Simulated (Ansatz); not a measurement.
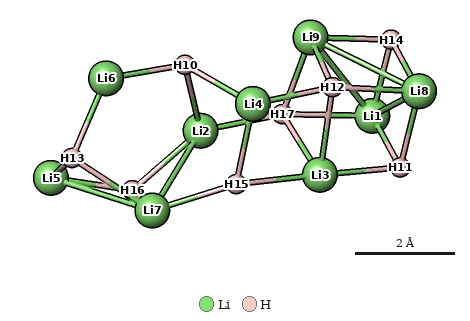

Fig. 1: The structure as given in the input (ball-and-stick view, seen at a tilt; atoms are numbered from 1 in the order of the input). Sticks mark near contacts. Bond lengths as drawn: H–Li 1.72 to 2.06 Å and Li–Li 2.50 to 2.55 Å.

## Li9H8: one change and its effect

System: Li9H8, charge +1.
Method of run A: RKS PBE-D4/def2-TZVP (Ansatz 0.2.0).

The geometry comes from this level: PBE-D4/def2-SVP. Text and figures count atoms from 1; the logs count them from 0 in places.

## Input, run A
```yaml
crystal:
  periodic: [false, false, false]
  atoms:
    - {symbol: Li, position_ang: [1.550311, -0.255375, -2.849414]}
    - {symbol: Li, position_ang: [-0.617564, 1.085524, -0.163375]}
    - {symbol: Li, position_ang: [-0.041431, -1.379134, -1.103796]}
    - {symbol: Li, position_ang: [0.401778, -0.924042, 1.376907]}
    - {symbol: Li, position_ang: [-3.077385, 2.439243, 1.348284]}
    - {symbol: Li, position_ang: [-0.797780, 1.379694, 2.923963]}
    - {symbol: Li, position_ang: [-2.511428, -0.003720, 1.062054]}
    - {symbol: Li, position_ang: [2.470186, -2.092677, -1.411158]}
    - {symbol: Li, position_ang: [2.178432, 0.238643, -0.424902]}
    - {symbol: H, position_ang: [0.311611, 0.887591, 1.658234]}
    - {symbol: H, position_ang: [0.979409, -1.932466, -2.443400]}
    - {symbol: H, position_ang: [1.571360, -1.436900, 0.171656]}
    - {symbol: H, position_ang: [-2.519550, 1.258201, 2.583571]}
    - {symbol: H, position_ang: [3.039750, -0.411274, -1.819514]}
    - {symbol: H, position_ang: [-1.133662, -0.913034, 0.395685]}
    - {symbol: H, position_ang: [-2.378157, 1.543200, 0.051654]}
    - {symbol: H, position_ang: [0.574121, 0.516536, -1.356448]}
basis:
  gaussian: {orbitals: def2-TZVP, initial_orbitals: start.molden}
total_charge: 1
hamiltonian: {xc: pbe, dispersion: d4}
scf: {omitted_lower_state_checks: [starts]}
output: {orbitals: {seedname: orbitals}}
```

Command:
```bash
ansatz run in.yaml --threads 4 --pin off --events-out ev --progress --plain --max-ram 3916MiB
```

Hardware: 4 threads of Arm Neoverse V1, 23 GiB of memory available, shared host.

## Output (run A)
```
Functional definition: PBE
  parameter kappa = 0.804
  parameter beta = 0.06672455060314922
  exchange = pbe_x(kappa = kappa, mu = beta*pi^2/3)
  correlation = pbe_c(beta = beta)
these checks for a lower state are left out or cut short: starts
1513 factors; their error is unknown
mean field evaluation 1: about -1965.3521 eV, gradient 8.4e0 eV
mean field evaluation 2: about -1965.4274 eV, gradient 9.2e-2 eV
mean field evaluation 4: about -1965.4215 eV, gradient 8.8e-5 eV
mean field -1965.42153272 eV, -72.2279091169 hartree, gradient 4.8e-6 eV, S^2 0.000000; 0 other end points of the search recorded, 0 dependent functions left out
reference -1965.42166369 eV, -72.2279139299 hartree; 17, 17 occupied and 157, 157 virtual orbitals, 1513 factors
Total energy: -1965.71378925 eV, -72.2386493463 hartree
Checks for a lower state left out: starts
```

For run B the input was changed thus:
```diff
-  gaussian: {orbitals: def2-TZVP, initial_orbitals: start.molden}
+  gaussian: {orbitals: def2-SVP, initial_orbitals: start.molden}
```

What does this change do to the results?

The total energy of run B is 32.2 kcal/mol higher, which measures the change of basis and not a stability. The HOMO goes from −8.33 to −8.25 eV. The LUMO goes from −4.80 to −4.75 eV. The basis functions go from 174 to 121.

## Output (run B)
```
Functional definition: PBE
  parameter kappa = 0.804
  parameter beta = 0.06672455060314922
  exchange = pbe_x(kappa = kappa, mu = beta*pi^2/3)
  correlation = pbe_c(beta = beta)
these checks for a lower state are left out or cut short: starts
1688 factors; their error is unknown
mean field evaluation 1: about -1964.0363 eV, gradient 4.9e0 eV
mean field evaluation 2: about -1964.1607 eV, gradient 9.3e-2 eV
mean field evaluation 4: about -1964.0263 eV, gradient 7.9e-5 eV
mean field -1964.02631796 eV, -72.1766359202 hartree, gradient 8.8e-5 eV, S^2 0.000000; 0 other end points of the search recorded, 0 dependent functions left out
reference -1964.02643460 eV, -72.1766402066 hartree; 17, 17 occupied and 104, 104 virtual orbitals, 1688 factors
Total energy: -1964.31856016 eV, -72.1873756231 hartree
Checks for a lower state left out: starts
```

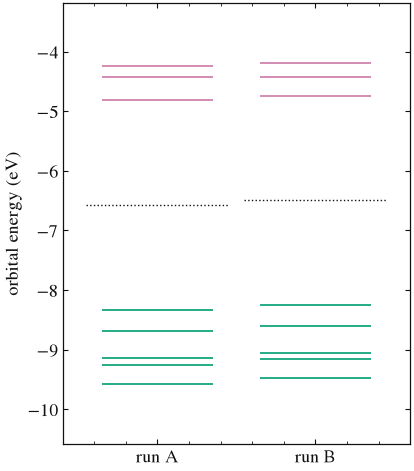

Fig. 2: The five highest filled and three lowest empty orbital energies of the two runs; the dotted lines part filled from empty levels. The HOMO–LUMO gap is 3.53 eV in run A and 3.50 eV in run B.

## The two runs side by side

```tsv
quantity	run A	run B
outcome	converged	converged
total energy (hartree)	−72.238649	−72.187376
HOMO (eV)	−8.33	−8.25
LUMO (eV)	−4.80	−4.75
basis functions	174	121
wall time (shared host)	1.9 s	1.6 s
```
